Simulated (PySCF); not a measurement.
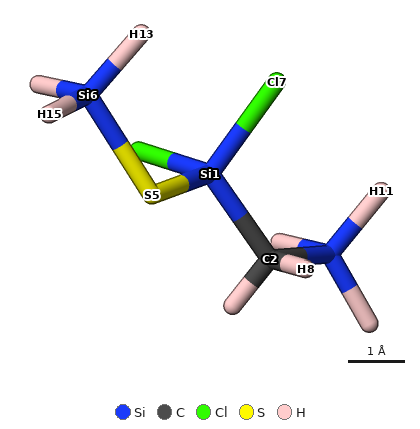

Fig. 1: The structure as given in the input (stick view, seen at a tilt; atoms are numbered from 1 in the order of the input). Bond lengths as drawn: Cl–Si 2.01 to 2.05 Å, C–H 1.08 to 1.09 Å, C–Si 1.91 to 1.92 Å, H–Si 1.44 to 1.48 Å and S–Si 2.15 to 2.16 Å.

Run report: CH8Cl2SSi3, geometry relaxation

CH8Cl2SSi3, SMILES [SiH3]C[Si](Cl)(Cl)S[SiH3], computed with PBE0-D3(BJ)/def2-SVP geometry optimisation, gas phase (PySCF 2.14.0).

What the program printed
```
step   0  E = -2228.59668527  max force = 0.031456
step   1  E = -2228.60245227  max force = 0.013067
step   2  E = -2228.60341497  max force = 0.006678
step   3  E = -2228.60362007  max force = 0.001528
step   4  E = -2228.60363539  max force = 0.000630
step   5  E = -2228.60364132  max force = 0.000403
optimisation converged
```

Trajectory as extended XYZ (Å, eV, eV/Å), 6 frames, from step=0 to step=5
```
15
Properties=species:S:1:pos:R:3:forces:R:3 step=0 energy=-60643.20469
Si    0.1837    0.0725    0.1371   -0.7333  -0.1125  -1.6175
C    -1.4855   -0.5608   -0.5302    0.4301   1.0595   1.0834
Si   -3.0031   -0.2993    0.6101    1.4375  -0.0463  -0.1129
Cl    0.6820   -0.7897    1.8854    0.1910  -0.4948   0.9107
S     1.6616   -0.3360   -1.3648   -0.3344  -0.0659   0.0779
Si    3.4960    0.4521   -0.5297   -1.0592  -0.2566  -0.0685
Cl    0.0833    2.0918    0.4799   -0.0536   0.3259   0.0732
H    -1.6654   -0.0780   -1.4937   -0.0104   0.2240  -0.2969
H    -1.3732   -1.6147   -0.7169    0.1218  -0.9770  -0.1553
H    -4.1599   -0.8598   -0.0404   -0.9011  -0.3809  -0.4185
H    -3.1783    1.1313    0.8622   -0.1553   0.5393   0.0850
H    -2.7391   -0.9873    1.8917   -0.0465  -0.1454   0.2550
H     3.3015    1.8893   -0.3315    0.1852   0.5111   0.1038
H     3.7412   -0.2477    0.7318    0.2962  -0.1448   0.4569
H     4.4443    0.1108   -1.5763    0.6322  -0.0356  -0.3764
15
Properties=species:S:1:pos:R:3:forces:R:3 step=1 energy=-60643.36161
Si    0.2040    0.0581   -0.0495   -0.3542  -0.0679   0.6719
C    -1.5452   -0.4882   -0.3247    0.2320  -0.0086  -0.2670
Si   -2.8304   -0.1184    1.0115   -0.0753  -0.0111  -0.0846
Cl    0.8318   -0.8177    1.7407    0.0452   0.1656  -0.3146
S     1.4423   -0.5088   -1.6702    0.1235   0.0666   0.0435
Si    3.3372    0.2456   -0.9237    0.0903   0.0517   0.0024
Cl    0.2319    2.1071    0.2720    0.0742  -0.1543  -0.0786
H    -1.8734   -0.0268   -1.2749   -0.0764  -0.0298   0.0646
H    -1.5207   -1.5818   -0.4936   -0.0181   0.0808   0.0270
H    -4.1298   -0.6402    0.4958   -0.0789  -0.0054   0.0427
H    -2.9675    1.3487    1.2473    0.0627  -0.0092  -0.0069
H    -2.5094   -0.8079    2.2942    0.0578   0.0074  -0.0234
H     3.2675    1.7222   -0.7232   -0.0254  -0.0515  -0.0099
H     3.6968   -0.4256    0.3578   -0.0256   0.0001  -0.0382
H     4.3343   -0.0790   -1.9803   -0.0319  -0.0344  -0.0290
15
Properties=species:S:1:pos:R:3:forces:R:3 step=2 energy=-60643.38781
Si    0.1866    0.0618   -0.0092   -0.0812  -0.0407   0.3434
C    -1.5491   -0.4916   -0.3276    0.0728  -0.0127  -0.1460
Si   -2.8483   -0.1260    0.9937   -0.0761  -0.0104  -0.0163
Cl    0.8503   -0.8005    1.7628   -0.0256   0.0960  -0.1829
S     1.4386   -0.4930   -1.6291    0.0745   0.0230  -0.0034
Si    3.3535    0.2496   -0.9275   -0.0278  -0.0133  -0.0348
Cl    0.2293    2.1074    0.2945    0.0137  -0.0545  -0.0285
H    -1.8763   -0.0302   -1.2766    0.0014   0.0022   0.0194
H    -1.5205   -1.5828   -0.4968    0.0053   0.0074   0.0115
H    -4.1617   -0.6400    0.4975   -0.0009   0.0080   0.0245
H    -2.9630    1.3423    1.2284    0.0258   0.0051   0.0027
H    -2.5105   -0.8144    2.2719    0.0251   0.0012   0.0083
H     3.2947    1.7243   -0.7312   -0.0007   0.0026   0.0046
H     3.7346   -0.4258    0.3430    0.0066  -0.0028   0.0030
H     4.3113   -0.0939   -2.0147   -0.0130  -0.0113  -0.0054
15
Properties=species:S:1:pos:R:3:forces:R:3 step=3 energy=-60643.39339
Si    0.1747    0.0672    0.0177    0.0490  -0.0062   0.0786
C    -1.5487   -0.4950   -0.3327   -0.0559  -0.0276  -0.0336
Si   -2.8572   -0.1318    0.9837   -0.0054  -0.0021   0.0076
Cl    0.8510   -0.7821    1.7789   -0.0184   0.0230  -0.0412
S     1.4340   -0.4821   -1.6036    0.0188   0.0011  -0.0106
Si    3.3594    0.2490   -0.9309   -0.0463  -0.0221  -0.0212
Cl    0.2145    2.1112    0.3082   -0.0057   0.0088  -0.0042
H    -1.8681   -0.0314   -1.2823    0.0200   0.0125  -0.0012
H    -1.5132   -1.5854   -0.5020    0.0086  -0.0053   0.0033
H    -4.1779   -0.6392    0.5020    0.0087   0.0020   0.0024
H    -2.9558    1.3378    1.2190    0.0023   0.0005   0.0035
H    -2.5070   -0.8189    2.2605    0.0012   0.0038   0.0012
H     3.3135    1.7238   -0.7319    0.0067   0.0053   0.0074
H     3.7606   -0.4316    0.3310    0.0103   0.0036   0.0055
H     4.2896   -0.1041   -2.0385    0.0063   0.0026   0.0025
15
Properties=species:S:1:pos:R:3:forces:R:3 step=4 energy=-60643.39381
Si    0.1731    0.0707    0.0213    0.0226  -0.0015   0.0152
C    -1.5492   -0.4962   -0.3342   -0.0324  -0.0149  -0.0049
Si   -2.8575   -0.1334    0.9833    0.0064   0.0010   0.0023
Cl    0.8508   -0.7727    1.7818   -0.0063   0.0070  -0.0075
S     1.4316   -0.4798   -1.6015    0.0042  -0.0015  -0.0050
Si    3.3581    0.2461   -0.9318   -0.0197  -0.0118  -0.0084
Cl    0.2079    2.1157    0.3057   -0.0051   0.0068  -0.0026
H    -1.8651   -0.0313   -1.2843    0.0125   0.0081  -0.0002
H    -1.5107   -1.5865   -0.5030    0.0062  -0.0005   0.0005
H    -4.1788   -0.6405    0.5048    0.0018  -0.0003  -0.0002
H    -2.9541    1.3363    1.2194   -0.0009   0.0001   0.0019
H    -2.5040   -0.8196    2.2597   -0.0005   0.0011   0.0012
H     3.3165    1.7204   -0.7259    0.0020   0.0022   0.0043
H     3.7649   -0.4382    0.3266    0.0050   0.0014   0.0017
H     4.2859   -0.1035   -2.0427    0.0041   0.0029   0.0015
15
Properties=species:S:1:pos:R:3:forces:R:3 step=5 energy=-60643.39397
Si    0.1718    0.0760    0.0208   -0.0040   0.0045  -0.0207
C    -1.5496   -0.4968   -0.3351   -0.0020  -0.0014   0.0113
Si   -2.8560   -0.1350    0.9846    0.0053   0.0006  -0.0014
Cl    0.8518   -0.7582    1.7828    0.0051  -0.0017   0.0116
S     1.4287   -0.4775   -1.6031   -0.0047  -0.0033   0.0012
Si    3.3560    0.2412   -0.9319    0.0077  -0.0006   0.0047
Cl    0.1991    2.1225    0.2961   -0.0021   0.0007  -0.0025
H    -1.8632   -0.0315   -1.2857    0.0005   0.0019   0.0008
H    -1.5070   -1.5871   -0.5030    0.0010   0.0017  -0.0025
H    -4.1776   -0.6440    0.5095   -0.0021  -0.0007  -0.0001
H    -2.9535    1.3346    1.2212   -0.0012  -0.0003  -0.0003
H    -2.4985   -0.8198    2.2606   -0.0006  -0.0007   0.0000
H     3.3170    1.7139   -0.7123   -0.0031  -0.0008   0.0012
H     3.7670   -0.4521    0.3206    0.0004  -0.0016  -0.0026
H     4.2835   -0.0988   -2.0461   -0.0004   0.0018  -0.0006
```

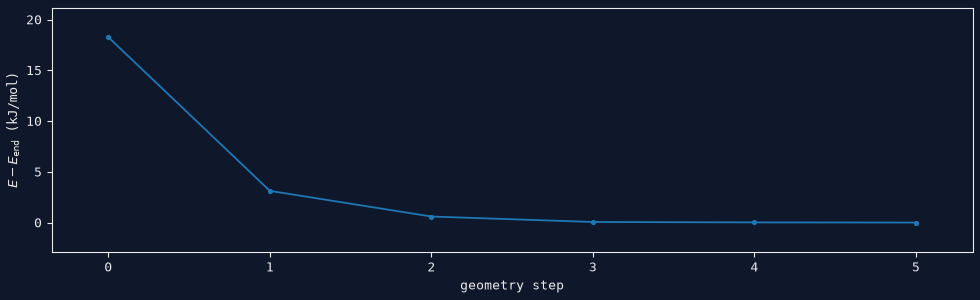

Fig. 2: Progress of the relaxation, step by step (steps are counted from 0).

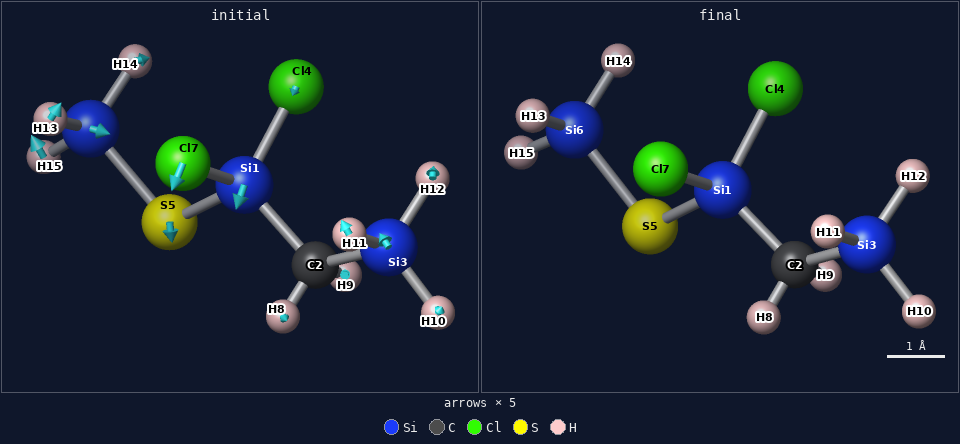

Fig. 3: Before (left) and after (right) the relaxation, at one scale (ball-and-stick view, seen at a tilt). The teal arrows give the displacements, magnified 5 times. Over 5 geometry steps the energy falls by 18.3 kJ/mol. The largest force component goes from 1.6 to 0.021 eV/Å. The atom that moves furthest after the best rigid fit is Cl7 (0.11 Å). By element the largest moves are Cl 0.11 Å, H 0.09 Å, Si 0.09 Å, S 0.08 Å, C 0.01 Å. Distances before and after: Si1–C2 1.906 → 1.849 Å, Si3–H10 1.441 → 1.494 Å, Si1–Cl4 2.012 → 2.065 Å, Si6–H15 1.453 → 1.489 Å. Among the angles that change: H13–Si6–H15 114.5° → 110.6°, S5–Si6–H15 100.9° → 104.3°, S5–Si6–H13 107.3° → 110.5°. (Atoms are counted from 1 in the order of the input.)

The run was set up as follows.

Input file
```
{"job": {"xc": "PBE0", "basis": "def2-SVP", "d3": "d3bj", "grid": 2, "kind": "geom", "shake": 0.01}, "charge": 0, "multiplicity": 1}
Si     0.183702     0.072491     0.137137
C     -1.485540    -0.560802    -0.530234
Si    -3.003094    -0.299265     0.610141
Cl     0.682011    -0.789666     1.885346
S      1.661583    -0.335946    -1.364764
Si     3.496007     0.452063    -0.529702
Cl     0.083308     2.091785     0.479898
H     -1.665382    -0.077983    -1.493666
H     -1.373244    -1.614713    -0.716916
H     -4.159905    -0.859745    -0.040419
H     -3.178321     1.131271     0.862249
H     -2.739143    -0.987284     1.891673
H      3.301544     1.889288    -0.331539
H      3.741232    -0.247680     0.731750
H      4.444318     0.110815    -1.576282
```

The first line tells a small driver script what to run in PySCF; the rest is the geometry in Å.

Launched with:
```bash
OMP_NUM_THREADS=1 python <driver script> task.json out
```

Key numbers

```json
{"quantity": "outcome", "value": "converged"}
{"quantity": "total energy", "value": "−2228.603641 hartree"}
{"quantity": "dipole moment", "value": "0.94 D"}
{"quantity": "point group", "value": "C1"}
{"quantity": "hardware", "value": "1 CPU thread, shared host"}
{"quantity": "wall time", "value": "2.3 min"}
{"quantity": "peak memory", "value": "0.83 GiB"}
```
